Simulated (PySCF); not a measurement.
System: NO (doublet).

| atom | x (Å) | y (Å) | z (Å) |
| --- | --- | --- | --- |
| N | 0.0000 | 0.0000 | -0.6089 |
| O | 0.0000 | 0.0000 | 0.5331 |

The calculation used PBE0/def2-TZVPPD, non-relativistic Hamiltonian with scalar-relativistic core potentials where named, at a bond length of 1.142 Å in PySCF.

**What can the converged electron density, electron localisation function and spin density tell about the bonding?**

N–O (1.14 Å): ρ is about 4.3 e/Å³ halfway; the ELF peaks at about 0.85 between the atoms; a multiple bond.
The unpaired spin (1 electron) lies mostly on N1 (about 0.7) and O2 (about 0.3), in electrons by Hirshfeld's partition.

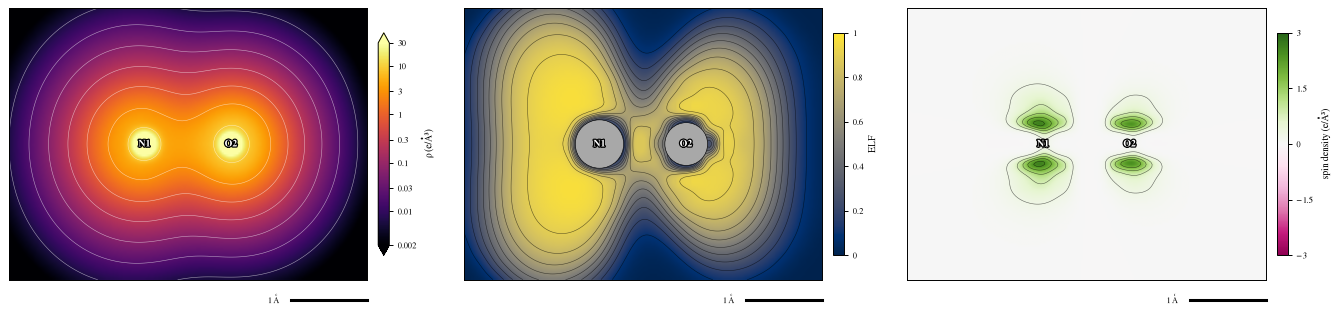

Computed electron density, electron localisation function and spin density on a plane that holds the molecular axis, in this order. Grey discs cover the atomic cores in the ELF map. 
